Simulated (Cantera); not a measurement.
A closed system holds: 1 mol SiC, 1.3 mol O₂, 6 mol H₂, equilibrated at 0.133 bar.

Method: chemical equilibrium by Gibbs-energy minimisation in Cantera with the NASA 1993 tables (ideal gas, pure condensed phases). Candidate condensed phases: C, C₆H₆, C₇H₈, C₈H₁₈, H₂O, Si, SiC, SiO₂; 123 gas species. Mutual solubility and eutectic melting of coexisting phases are not modelled. The tables hold silica as quartz up to 1696 K and as liquid above; real silica turns to tridymite and cristobalite and melts near 1996 K. Equilibrium is a limit: real reactors are often held back by kinetics, nucleation or transport.

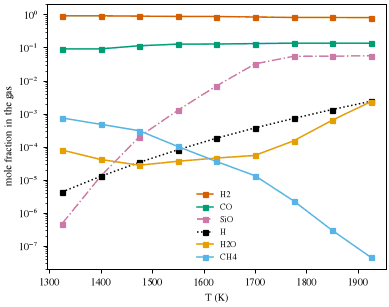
*Equilibrium gas composition (values under 1e-9 drawn at 1e-9)*

From 1325 K to 1400 K the condensed part is C(graphite) + SiO₂(β-quartz). At 1475 K the condensed part is C(graphite) + SiC(s) + SiO₂(β-quartz). From 1550 K to 1625 K the condensed part is SiC(s) + SiO₂(β-quartz). At 1700 K the condensed part is SiC(s) + SiO₂(condensed). From 1775 K to 1925 K the condensed part is SiO₂(condensed). The main Si-bearing gas is SiO throughout.
